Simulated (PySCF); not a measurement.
C$_{6}$H$_{9}$S (charge +1)

```xyz
16

C     2.4863    0.0048    0.3525
C     1.1098   -0.6519    0.4310
C     0.4604   -0.9012   -0.8694
C    -0.7775   -0.3820   -1.0020
C    -1.2285    0.3250    0.1469
C    -2.5440    0.9601    0.2636
S    -0.0935    0.3533    1.3840
H     2.4368    0.9440   -0.1927
H     2.8739    0.1950    1.3494
H     3.1765   -0.6601   -0.1611
H     1.2020   -1.5941    0.9861
H     0.9795   -1.4586   -1.6312
H    -1.3933   -0.4758   -1.8804
H    -2.6954    1.6632   -0.5588
H    -2.6698    1.4793    1.2100
H    -3.3306    0.2081    0.1606
```

Geometry: GFN2-xTB.

Method: PBE0/def2-SVPD, SCF density, gas phase (PySCF 2.14.0).

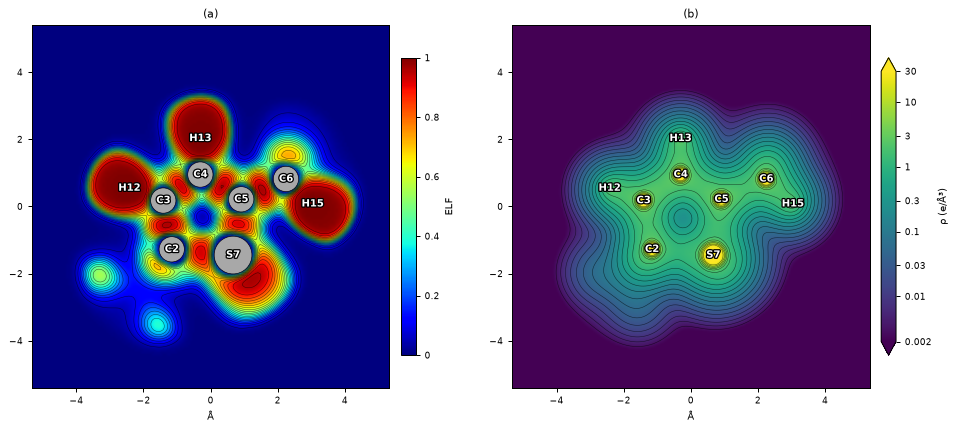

Figure 1. (a) electron localisation function; (b) total electron density on the plane of atoms C3, C4 and C5. Grey discs cover the atomic cores in the ELF map.

Read the bonding off the picture.

The section cuts through C, S and H sites. C–C (1.35 Å): ρ is about 2.3 e/Å³ halfway; the ELF peaks at about 0.95 between the atoms (a covalent bond). C–S (1.68 Å): ρ is about 1.6 e/Å³ halfway; the ELF peaks at about 0.90 between the atoms, as expected for localised, covalent bonding. C–H (1.08 Å): the density is about 2 e/Å³ at the midpoint; the ELF climbs to about 1 towards the hydrogen, as it does in any bond to H (a covalent bond by its length). C–C (1.42 Å): ρ is about 2 e/Å³ halfway; the ELF peaks at about 0.95 between the atoms: localised, covalent bonding. C–C (1.47 Å): ρ at the midpoint is about 1.8 e/Å³; the ELF peaks at about 0.95 between the atoms, as expected for a shared electron pair. The ELF also peaks beside S7, away from the bonds: lone-pair regions.

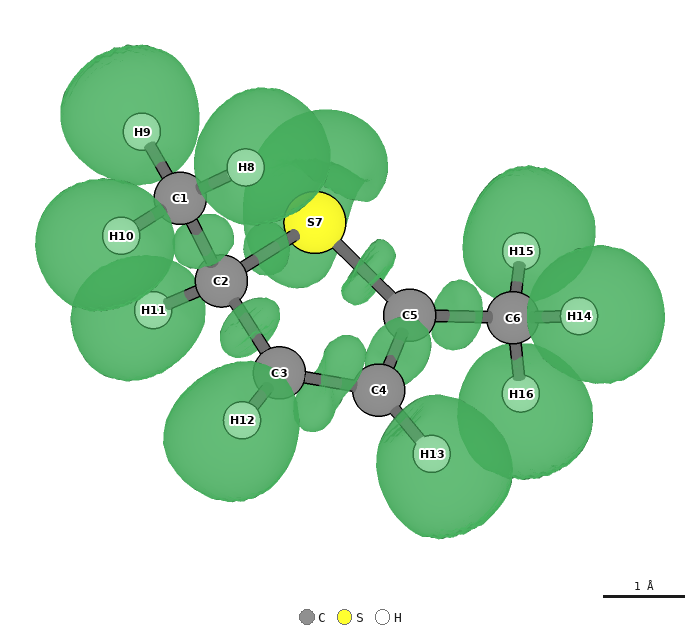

Figure 2. Isosurface of the electron localisation function at 0.85 (green), seen at a tilt. Core shells and regions of very low density are left out.

Where are the electrons localised?

The ELF exceeds this value in five regions between bonded C–C atoms (shared pairs), two regions between bonded C–S atoms (shared pairs), nine regions around hydrogen nuclei and one lobe on S, pointing away from the bonds (lone pairs, which may merge into one lobe).

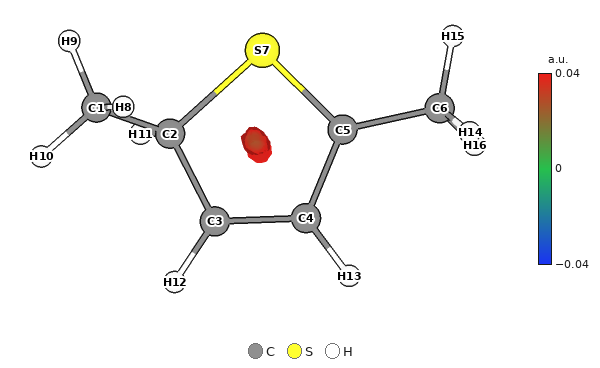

Figure 3. Non-covalent interaction (NCI) plot: the surface where the reduced density gradient is 0.5, for densities under 0.05 a.u., coloured by sign(λ₂)ρ; seen across its widest extent.

Identify the weak interactions.

Inside the ring or cage of C2, C3, C4, C5 and S7: steric crowding (red).
